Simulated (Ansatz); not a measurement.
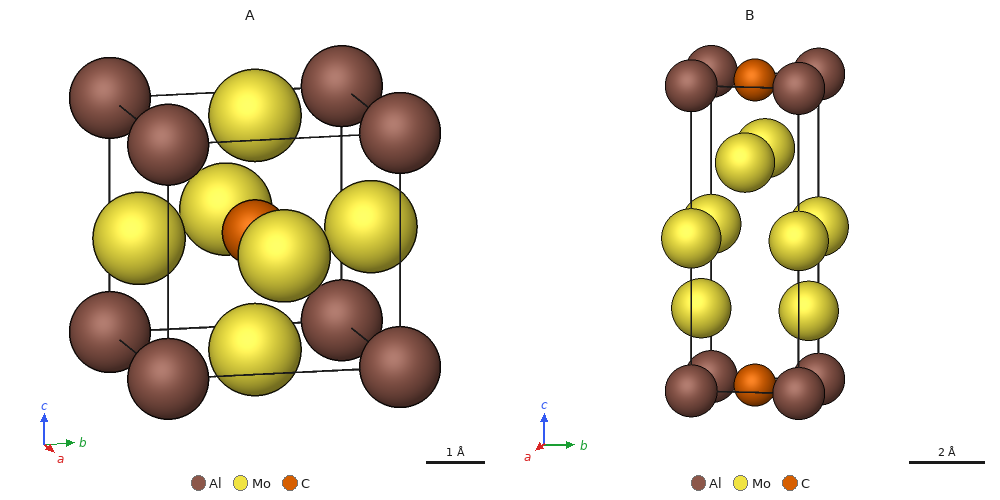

Two structures of AlMo₃C, each relaxed to rest (conventional cells in solid outline, small ones repeated, not to one scale). Method: DFT PBE, scalar-relativistic, plane waves, PAW (Ansatz 0.2.0), without spin polarisation.

Give the type and space group of each.

Answer. A: cubic antiperovskite, Pm-3m. B: 5 atoms a cell on a primitive tetragonal lattice, P-4m2.

A or B: which is lower in energy?

Answer. A is lower, by 771 meV/atom at this level of theory (energies at zero smearing). Volumes: A 14.2, B 14.4 Å³/atom.

One or both may be structure types tried for this composition rather than known phases.
